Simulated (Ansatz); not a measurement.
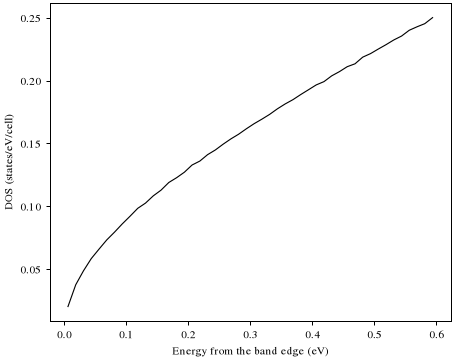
Fig. 1. Density of states of CaO (Fm-3m) above the conduction band minimum, PBEsol, rigid bands (Ansatz, an electronic-structure program); cell volume 27.1 Å³.

Task: What effective density of states at 300 K does this give (∫ g(E) exp(−E/k_BT) dE, both spins, divided by the cell's size)?

Result: 3.8e19 cm⁻³, a density-of-states mass of 1.31 mₑ, valleys and band degeneracy included.

Spin-orbit coupling is left out. Geometry: cell and atoms relaxed with PBEsol.
